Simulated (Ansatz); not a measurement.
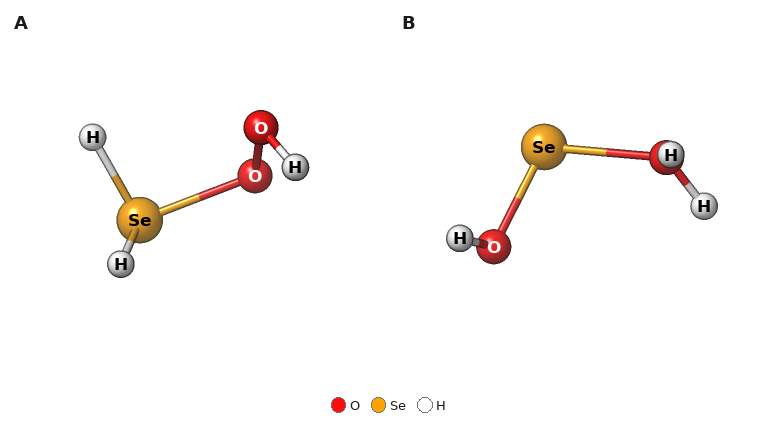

2 stationary structures of one formula. State: charge +1, singlet. Geometries: PBE-D4/def2-SVP. Electronic energies: PBE-D4/def2-SVP (Ansatz 0.2.0), without zero-point energy. No frequency run is at hand to confirm each as a minimum.

### Which structure is the most stable?

B is lowest (C1); A lies 64.8 kcal/mol above it (C1).
